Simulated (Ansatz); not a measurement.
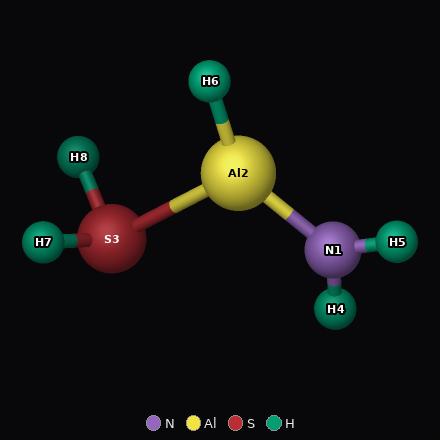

The system is AlH₅NS, SMILES [NH2][AlH][SH2+], charge +1; the picture shows the reference structure. 
- Coordinates scanned: (1) dihedral N1–Al2–S3–H7; (2) dihedral H4–N1–Al2–S3.
- Nothing is relaxed (all other coordinates rigid).
- The grid has 18 × 18 points.
- Points are written as (first, second).
- Energies are in kcal/mol, from the lowest grid point.
- Level of theory: RKS r2SCAN-D4/def2-SVP in Ansatz 0.2.0.

Its coordinates:

```xyz
8

N    -1.0170    0.9050   -1.0702
Al   -0.0511    0.6800    0.3580
S     0.7154   -1.6342    0.2462
H    -1.2307    0.2147   -1.7877
H    -1.4726    1.7847   -1.3136
H     0.4615    1.4344    1.6196
H     2.0487   -1.4127    0.3954
H     0.5458   -1.9718    1.5524
```

Range: dihedral N1–Al2–S3–H7 from −180 to 160°; dihedral H4–N1–Al2–S3 from −180 to 160°.

**Predict the map.**

The lowest grid point is at (140°, 0°). Other grid points that lie below all their neighbours: (140°, −180°) (0.12 kcal/mol higher). The highest grid point, (−40°, −100°), lies 10.0 kcal/mol above the lowest.

```csv
"dihedral H4–N1–Al2–S3 ↓, dihedral N1–Al2–S3–H7 →",−180,−140,−100,−60,−20,20,60,100,140
160,0.8,1.1,2.0,2.7,2.3,1.5,1.2,1.5,1.0
120,5.7,5.7,6.9,7.9,7.3,6.0,5.9,7.1,6.9
80,8.3,7.4,8.5,9.8,9.6,8.1,7.4,8.4,9.4
40,3.7,3.0,3.6,4.7,4.7,3.5,2.7,2.9,3.7
0,0.1,0.2,0.9,1.6,1.4,0.5,0.1,0.1,0.0
−40,2.8,3.0,4.1,4.9,4.4,3.3,3.2,4.0,3.5
−80,7.9,7.5,8.7,10.0,9.5,8.0,7.5,8.9,9.3
−120,6.6,5.7,6.4,7.7,7.6,6.3,5.4,6.0,7.1
−160,1.4,1.2,1.8,2.6,2.6,1.6,0.9,0.7,1.2
```

The table holds every second grid line.

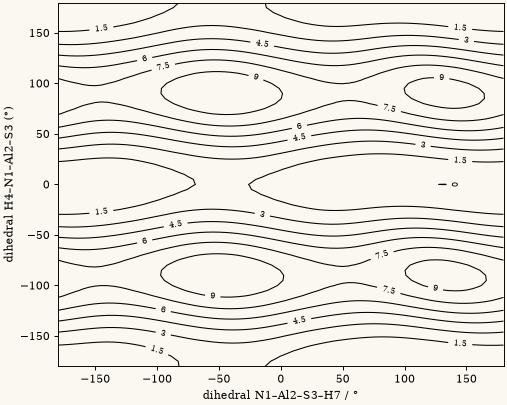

In the figure: contour lines labelled in kcal/mol. Between grid points the surface is interpolated.

Time for the 324 points that were run: 21 min on 1 thread of Arm Neoverse V1 (shared host).
